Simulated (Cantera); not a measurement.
Feed: 1 mol B2O3, 23 mol HF, 0.55 mol O2, held at 1.33 mbar.

Cantera equilibrium calculation (NASA polynomials, part measured and part estimated; ideal gas, pure solids and liquids). Candidate condensed phases: B, B2O3, B3O3H3, H2O; 43 gas species. Gases not in the tables: H3BO3. The numbers say what is thermodynamically allowed, not how fast it happens.

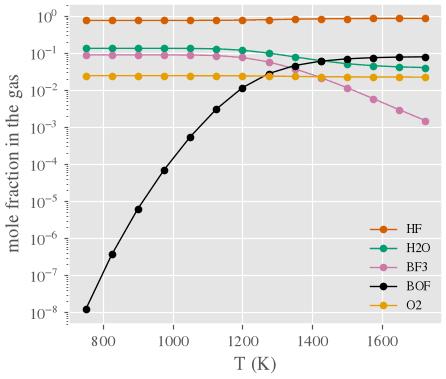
*Equilibrium gas composition (values under 1e-9 drawn at 1e-9)*

From 750 K to 1725 K nothing is condensed.
